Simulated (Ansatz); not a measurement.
# One shape, several levels: [SiH3]− (SMILES [SiH3-])

Wanted: a comparison of 6 runs (HF/3-21G, HF/6-31G, UHF/6-31G, B2PLYP/6-31G, wB97X/3-21G, BCCD(T)/3-21G) of [SiH3]−. 

Program for the calculation: Ansatz 0.2.0.

2 further runs of the same task are left out: 2 set aside as unsound or not needed.

## 1. Starting point

The species is [SiH3]− (4 atoms), meant as a singlet with charge -1. SMILES: `[SiH3-]`. The H2–Si1 distance was set to 2.318 Å, away from the relaxed value. At this shape a bond of the SMILES string is far longer than usual.

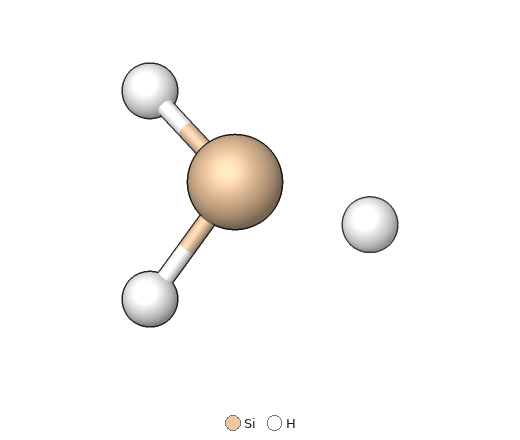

The structure, seen from a chosen angle (silicon light orange, hydrogen white).

## 2. A single-point energy at HF/3-21G (run 1)

Contents of run.yaml:

```yaml
crystal:
  periodic: [false, false, false]
  atoms:
    - {symbol: Si, position_ang: [0.596248, -0.387188, -0.994276]}
    - {symbol: H, position_ang: [0.426600, 0.622300, 1.085900]}
    - {symbol: H, position_ang: [-0.241952, -1.620188, -0.586576]}
    - {symbol: H, position_ang: [-0.611252, 0.375712, -1.585176]}
basis:
  gaussian:
    orbitals: 3-21G.json
total_charge: -1
hamiltonian:
  xc: hf
accuracy: high
```

The basis set 3-21G is read from a file made from the Basis Set Exchange's data (not shown).

The run is started by

```bash
$ ansatz run run.yaml --threads 1 --pin off --max-ram 2610MiB --events-out events.jsonl --progress --plain --runs-dir runs
```

Output:

```text
Warning: RAYON_NUM_THREADS=1 ignored (pool sized by the plan → 1); use --threads N
Functional definition: HF
  name "HF"
  exchange = exact_x
  correlation = 0
374 factors; integrals over basis functions are off by at most 4.3e-9 eV
mean field evaluation 1: about -7864.4387 eV, gradient 9.1e0 eV
mean field evaluation 2: about -7864.4384 eV, gradient 9.1e0 eV
mean field evaluation 4: about -7864.9263 eV, gradient 7.0e-1 eV
mean field evaluation 8: about -7864.9318 eV, gradient 4.9e-5 eV
mean field -7864.93177357 eV, -289.0309116366 hartree, gradient 1.2e-8 eV, S^2 0.000000; 0 other end points of the search recorded, 0 dependent functions left out
reference -7864.93177357 eV, -289.0309116366 hartree; 9, 9 occupied and 10, 10 virtual orbitals, 374 factors
Total energy: -7864.93177357 eV, -289.0309116366 hartree
```

It took 0.1 s on 1 thread of Intel Xeon Platinum 8488C (Sapphire Rapids), shared host.

## 3. The energy at HF/6-31G (run 2)

Contents of run.yaml:

```yaml
crystal:
  periodic: [false, false, false]
  atoms:
    - symbol: Si
      position_ang: [0.596248, -0.387188, -0.994276]
    - symbol: H
      position_ang: [0.426600, 0.622300, 1.085900]
    - symbol: H
      position_ang: [-0.241952, -1.620188, -0.586576]
    - symbol: H
      position_ang: [-0.611252, 0.375712, -1.585176]
basis:
  gaussian:
    orbitals: 6-31G
total_charge: -1
magnetization:
  spin_polarized: false
hamiltonian:
  xc: hf
accuracy: high
```

The run is started by

```bash
$ ansatz run run.yaml --threads 1 --pin off --max-ram 2610MiB --events-out events.jsonl --progress --plain --runs-dir runs
```

Output:

```text
Warning: RAYON_NUM_THREADS=1 ignored (pool sized by the plan → 1); use --threads N
[... 4 set-up lines as earlier in the session ...]
409 factors; integrals over basis functions are off by at most 3.5e-9 eV
mean field evaluation 1: about -7905.0130 eV, gradient 9.0e0 eV
mean field evaluation 2: about -7905.0134 eV, gradient 9.0e0 eV
mean field evaluation 4: about -7905.5362 eV, gradient 7.3e-1 eV
mean field evaluation 8: about -7905.5432 eV, gradient 1.3e-2 eV
mean field -7905.54320026 eV, -290.5233540399 hartree, gradient 7.9e-9 eV, S^2 0.000000; 0 other end points of the search recorded, 0 dependent functions left out
reference -7905.54320026 eV, -290.5233540399 hartree; 9, 9 occupied and 10, 10 virtual orbitals, 409 factors
Total energy: -7905.54320026 eV, -290.5233540399 hartree
```

It took 0.2 s on 1 thread of Intel Xeon Platinum 8488C (Sapphire Rapids), shared host.

Runs 3 to 5 aren't shown in full; the table further down has their settings and results.

## 4. A single-point energy at BCCD(T)/3-21G (run 6)

Contents of molecule.yaml:

```yaml
crystal:
  periodic: [false, false, false]
  atoms:
    - {symbol: Si, position_ang: [0.596248, -0.387188, -0.994276]}
    - {symbol: H, position_ang: [0.426600, 0.622300, 1.085900]}
    - {symbol: H, position_ang: [-0.241952, -1.620188, -0.586576]}
    - {symbol: H, position_ang: [-0.611252, 0.375712, -1.585176]}
basis:
  gaussian:
    orbitals: 3-21G.json
total_charge: -1
correlation:
  method: bccd_t
  frozen_orbitals: {H: 0, Si: 5}
accuracy: high
scf:
  omitted_lower_state_checks: [cluster_reference, increment]
```

The basis set 3-21G is read from a file made from the Basis Set Exchange's data (not shown).

The run is started by

```bash
$ ansatz run molecule.yaml --threads 1 --pin off --max-ram 2610MiB --events-out events.jsonl --progress --plain --runs-dir runs
```

Output (excerpt; [...] marks lines left out):

```text
Warning: RAYON_NUM_THREADS=1 ignored (pool sized by the plan → 1); use --threads N
[... 2 set-up lines as earlier in the session ...]
[...]
374 factors; integrals over basis functions are off by at most 4.3e-9 eV
[...]
mean field -7864.93177357 eV, -289.0309116366 hartree, gradient 1.2e-8 eV, S^2 0.000000; 0 other end points of the search recorded, 0 dependent functions left out; unrestricted orbitals would lower it
5 core orbitals not correlated: weight in the atoms' cores, before any rotation towards them, 1.000 or more for the frozen orbitals, at most 0.000 for the correlated occupied ones
reference -7864.93177357 eV, -289.0309116366 hartree; 4, 4 occupied and 10, 10 virtual orbitals, 374 factors
second order -1.70263604 eV of doubles, -0.00000000 eV of singles
cycle   1  -2.16100679 eV  change   -4.6e-1 eV  update   7.6e-2
[...]
cycle  23  -2.46005969 eV  change  -2.1e-11 eV  update  9.9e-10
perturbative correction -0.04292028 eV, -0.0015772911 hartree
Total energy: -7867.43475354 eV, -289.1228944539 hartree
Checks for a lower state left out: cluster_reference, increment
```

It took 0.24 s on 1 thread of Intel Xeon Platinum 8488C (Sapphire Rapids), shared host.

## 5. All runs side by side

```
run          level  frozen core orbitals  energy (Eh)  wall time
  1       HF/3-21G                     –  -289.030912      0.1 s
  2       HF/6-31G                     –  -290.523354      0.2 s
  3      UHF/6-31G                     –  -290.523590     0.22 s
  4   B2PLYP/6-31G                     5  -291.012226     0.77 s
  5    wB97X/3-21G                     –  -289.652220      1.9 s
  6  BCCD(T)/3-21G                     5  -289.122894     0.24 s
```

## 6. What came out

```
                                          quantity          value
                               run 6: total energy  -289.12289 Eh
run 6: correlation energy (5 core orbitals frozen)      -92.0 mEh
                             run 6: (T) correction      -1.58 mEh
```

Totals of different functionals can't be ranked against each other. In run 6 the log says that unrestricted orbitals would lower the reference, so the values rest on an unstable closed-shell determinant (other closed-shell runs at this shape may share the fault). Spin contamination of the reference: run 3 ⟨S²⟩ = 0.11. All runs together took 3.5 s, the longest 1.9 s.
